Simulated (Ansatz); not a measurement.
**UCCSDT/STO-3G run of [O2]− (superoxide)**

What is the energy change on altering one bond length of [O2]− (superoxide) at UCCSDT/STO-3G? 

Program for the calculation: Ansatz 0.2.0.

17 further runs of the same task are left out: 13 that didn't finish, 4 set aside as unsound or not needed.

### Step 1. Starting point

[O2]−: 2 atoms, total charge -1, spin state doublet. SMILES: `[O][O-]`. The shape is that of a GFN2-xTB optimisation.

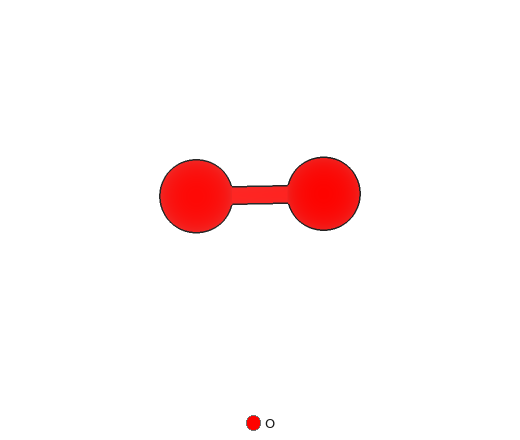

Viewed from a chosen angle; oxygen red.

### Step 2. A single-point energy at UCCSDT/STO-3G

run.yaml reads:

```yaml
crystal:
  periodic: [false, false, false]
  atoms:
    - {symbol: O, position_ang: [0.000000, 0.000000, 0.000000]}
    - {symbol: O, position_ang: [0.000000, 0.000000, 1.341480]}
basis:
  gaussian: {orbitals: STO-3G}
total_charge: -1
magnetization: {spin_polarized: true, initial_magnetization: 1}
correlation: {method: ccsdt, frozen_orbitals: {O: 1}}
accuracy: high
scf: {omitted_lower_state_checks: [cluster_reference, increment]}
```

Started as:

```
$ ansatz run run.yaml --threads 1 --pin off --max-ram 2610MiB --events-out events.jsonl --progress --plain --runs-dir runs
```

Standard output (excerpt; [...] marks lines left out):

```text
Warning: RAYON_NUM_THREADS=1 ignored (pool sized by the plan → 1); use --threads N
Functional definition: HF
  name "HF"
[...]
149 factors; integrals over basis functions are off by at most 4.1e-8 eV
[...]
mean field -4010.47523935 eV, -147.3822466484 hartree, gradient 1.5e-8 eV, S^2 0.750990; 6 other end points of the search recorded, 0 dependent functions left out
2 core orbitals not correlated: weight in the atoms' cores, before any rotation towards them, 1.000 or more for the frozen orbitals, at most 0.000 for the correlated occupied ones
reference -4010.47523935 eV, -147.3822466484 hartree; 7, 6 occupied and 1, 2 virtual orbitals, 149 factors
second order -1.69783483 eV of doubles, -0.00000000 eV of singles
cycle   1  -1.93127582 eV  change   -4.6e-1 eV  update   5.4e-2
[...]
cycle  21  -2.21896549 eV  change   -1.1e-9 eV  update  5.7e-10
WARN: these amplitudes may be one of several solutions (largest doubles amplitude 0.15, level shift 4.33 eV)
Total energy: -4012.69420484 eV, -147.4637921260 hartree
Checks for a lower state left out: cluster_reference, increment
```

It took 0.28 s on 1 thread of Arm Neoverse V1, shared host.

### Step 3. The distorted shape at the same level

molecule.yaml reads:

```yaml
basis:
  gaussian:
    orbitals: STO-3G
crystal:
  periodic: [false, false, false]
  atoms:
    - {symbol: O, position_ang: [0.000000, 0.000000, -0.335320]}
    - {symbol: O, position_ang: [0.000000, 0.000000, 1.341480]}
magnetization:
  spin_polarized: true
  initial_magnetization: 1
scf:
  omitted_lower_state_checks: [cluster_reference, increment]
correlation:
  method: ccsdt
  frozen_orbitals: {O: 1}
accuracy: high
total_charge: -1
```

Started as:

```
$ ansatz run molecule.yaml --threads 1 --pin off --max-ram 2610MiB --events-out events.jsonl --progress --plain --runs-dir runs
```

Standard output:

```text
Warning: RAYON_NUM_THREADS=1 ignored (pool sized by the plan → 1); use --threads N
[... 17 lines left out ...]
2 core orbitals not correlated: weight in the atoms' cores, before any rotation towards them, 1.000 or more for the frozen orbitals, at most 0.000 for the correlated occupied ones
[... 44 lines left out ...]
Total energy: -4011.19187856 eV, -147.4085826535 hartree
Checks for a lower state left out: cluster_reference, increment
```

Wall time 0.4 s (1 thread of Arm Neoverse V1, shared host).

### Step 4. Outcome

At UCCSDT/STO-3G, 2 core orbitals frozen:

| quantity | value |
| --- | --- |
| first shape: total energy | -147.46379 Eh |
| first shape: correlation energy (2 core orbitals frozen) | -81.5 mEh |
| first shape: ⟨S²⟩ of the reference determinant | 0.751 |
| first shape: T1 diagnostic | 0.016 |
| distorted shape: total energy | -147.40858 Eh |
| distorted shape: correlation energy (2 core orbitals frozen) | -81.1 mEh |
| distorted shape: ⟨S²⟩ of the reference determinant | 0.981 |
| distorted shape: T1 diagnostic | 0.127 |
| energy change with the O1–O2 bond stretched from 1.341 to 1.677 Å | 1.502 eV |

In words: With the O1–O2 bond stretched from 1.341 to 1.677 Å the energy rises by 1.50 eV (145 kJ/mol). The first shape isn't relaxed at this level, so the change isn't measured from a minimum. The minimal basis adds a large error of its own. ⟨S²⟩ (distorted shape) is 0.98 where a pure doublet has 0.75: the reference is spin-contaminated. The T1 diagnostic (distorted shape) of 0.127 is above the customary mark for such species, so a single reference may not serve.
